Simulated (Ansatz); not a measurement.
# F$_{4}$SW (charge −1, doublet): what the fields show

Input file:

```
crystal:
  periodic: [false, false, false]
  atoms:
    - {symbol: W, position_ang: [0.000165, -0.000256, 0.071002]}
    - {symbol: S, position_ang: [0.005316, -0.008121, 2.229581]}
    - {symbol: F, position_ang: [1.819481, 0.013778, -0.579900]}
    - {symbol: F, position_ang: [-0.013040, 1.823340, -0.568032]}
    - {symbol: F, position_ang: [-1.822216, -0.009581, -0.571303]}
    - {symbol: F, position_ang: [0.010294, -1.819159, -0.581347]}
basis:
  gaussian: {orbitals: def2-TZVPD, initial_orbitals: start.molden}
total_charge: -1
magnetization: {spin_polarized: true, initial_magnetization: 1}
hamiltonian: {xc: pbe0, dispersion: d4}
scf: {omitted_lower_state_checks: [starts]}
output: {forces: true, orbitals: {seedname: orbitals}}
```

Launched as:

```sh
ansatz run in.yaml --threads 4 --pin off --events-out ev --progress --plain --max-ram 4787MiB
```

Geometry: r2SCAN-D4/def2-SVPD; core potentials replace the inner electrons of W; not at a stationary point (largest force 0.6 eV/Å).

Method: Ansatz 0.2.0, UKS PBE0-D4/def2-TZVPD.

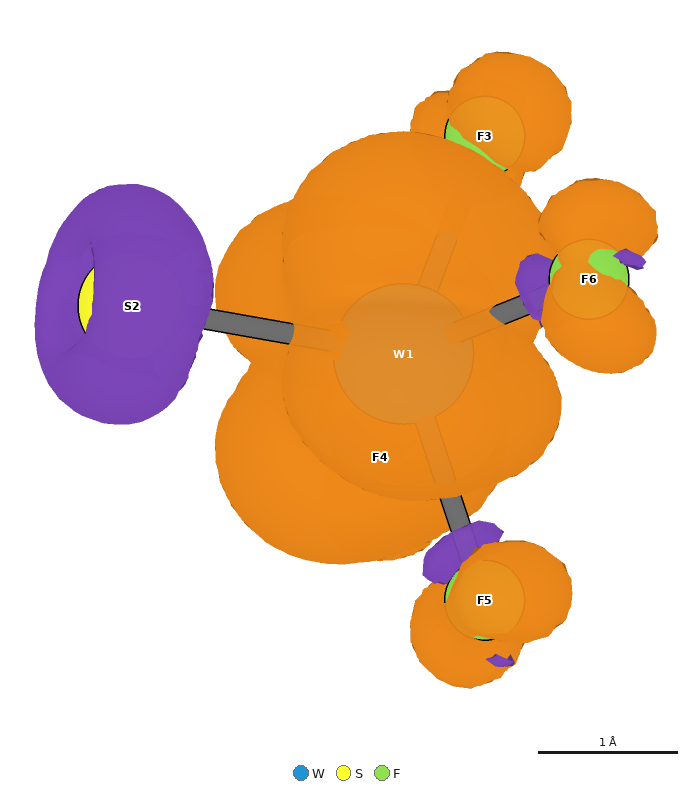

Figure 1. Isosurfaces of the spin density at +0.015 (orange) and −0.015 e/Å³ (purple), seen at an oblique angle.

> Describe the spin distribution.

The unpaired spin (1 electron) lies mostly on W1 (about 0.9), in electrons by Hirshfeld's partition, with opposite, polarisation-induced spin on S2.

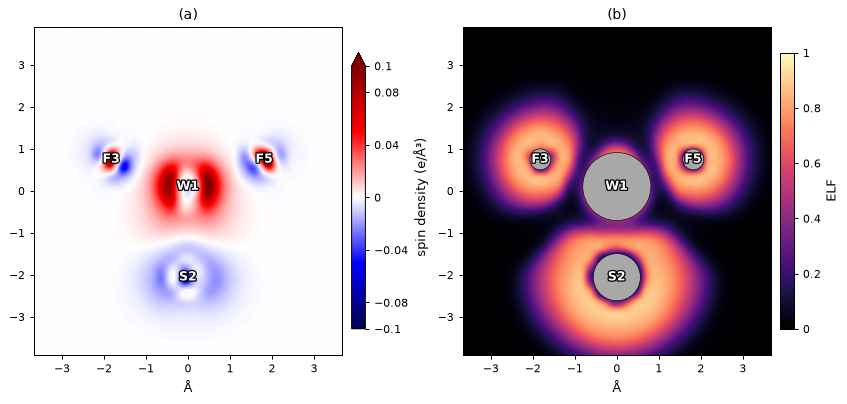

Figure 2. (a) spin density; (b) electron localisation function on the plane of atoms S2, W1 and F5. Grey discs cover the atomic cores in the ELF map.

> Interpret the plot.

Atoms in the plane: W, S and F.
W–F (1.93 Å): the ELF peaks at about 0.85 in the valence shell of F, 0.6 Å from its nucleus, and drops to about 0.20 between the two atoms.
W–S (2.16 Å): the ELF peaks at about 0.75 in the valence shell of S, 0.8 Å from its nucleus, and is about 0.50 at the midpoint.

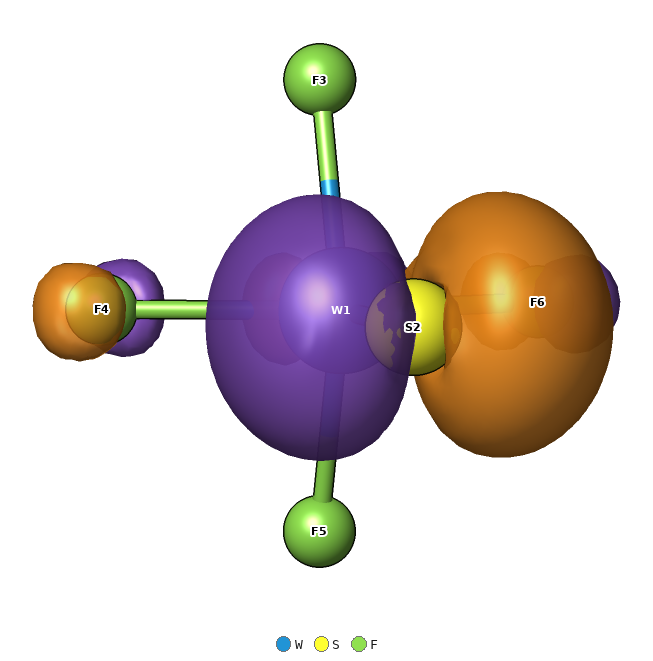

Figure 3. The HOMO (β) at ±0.15 Å⁻³ᐟ² (orange and purple are the two phases), seen at a tilt.

> What is the character of this orbital?

Its weight (Hirshfeld) is mainly on S2 (about 75 %) and W1 (about 15 %); largely a lone pair of S2. It is one of a degenerate set, so its orientation is arbitrary. Its energy is −3.83 eV.
